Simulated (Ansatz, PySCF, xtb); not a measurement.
Bond stretch in SMILES Cl[Si](Cl)(Cl)Cl. The Si1–Cl5 bond (Si1 also carries Cl, Cl, Cl; Cl5 carries nothing else) is varied alone, starting from the PBE0/def2-TZVP optimised geometry.

```
5

Si     0.0000     0.0000     0.0000
Cl     0.0000     1.9067    -0.6740
Cl     1.6514    -0.9531    -0.6742
Cl    -1.6512    -0.9535    -0.6741
Cl     0.0000     0.0000     2.0224
```

Levels of theory: GFN1-xTB (xtb); RKS-TPSSh = restricted TPSSh/cc-pVDZ in PySCF; UKS-PBE = unrestricted PBE/cc-pVDZ run with Ansatz (an electronic-structure program).

Energies are in kcal/mol, each relative to the lowest point of its own curve near equilibrium.

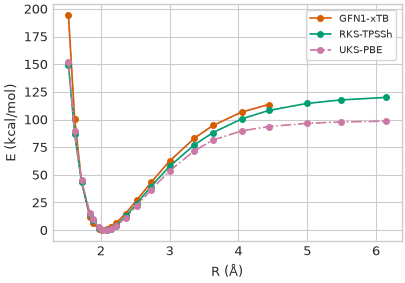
Figure. Energy against bond length for each method.

| R / Å | GFN1-xTB | RKS-TPSSh | UKS-PBE |
|---|---|---|---|
| 1.53 | 194.3 | 149.6 | 152.1 |
| 1.62 | 100.9 | 87.0 | 89.2 |
| 1.72 | 44.0 | 43.3 | 45.1 |
| 1.84 | 12.2 | 14.6 | 15.9 |
| 1.88 | 6.9 | 9.1 | 10.1 |
| 1.97 | 0.9 | 1.8 | 2.4 |
| 2.02 | 0.0 | 0.2 | 0.5 |
| 2.09 | 0.8 | 0.0 | 0.0 |
| 2.15 | 2.8 | 1.3 | 1.0 |
| 2.22 | 6.2 | 4.2 | 3.5 |
| 2.36 | 15.0 | 12.4 | 11.1 |
| 2.52 | 26.9 | 23.9 | 21.8 |
| 2.73 | 43.1 | 39.5 | 36.4 |
| 3.00 | 62.4 | 57.7 | 53.6 |
| 3.36 | 83.1 | 77.1 | 71.7 |
| 3.63 | 94.6 | 88.2 | 81.5 |
| 4.05 | 106.8 | 100.6 | 89.7 |
| 4.44 | 113.5 | 108.1 | 93.7 |
| 4.99 | — | 114.5 | 96.5 |
| 5.49 | — | 117.7 | 97.7 |
| 6.14 | — | 120.0 | 98.5 |

At the longest distance, 6.14 Å, RKS-TPSSh lies highest above its minimum (120.0 kcal/mol) and UKS-PBE lowest (98.5 kcal/mol).

A dash means that the run gave no value there, or that the column was ended at a point which the program doubted or which failed a test of continuity chosen for this set; such a test can also cut sound points.

At the longest distance RKS-TPSSh leaves fractional charges on the fragments, a sign of delocalisation error or of the restricted form. The restricted form behind RKS-TPSSh keeps the bonding electrons paired and can't separate into open-shell fragments. The unrestricted determinant behind UKS-PBE is spin-contaminated at 3.63 to 6.14 Å (<S²> up to 0.8, against 0.00 for a pure singlet).
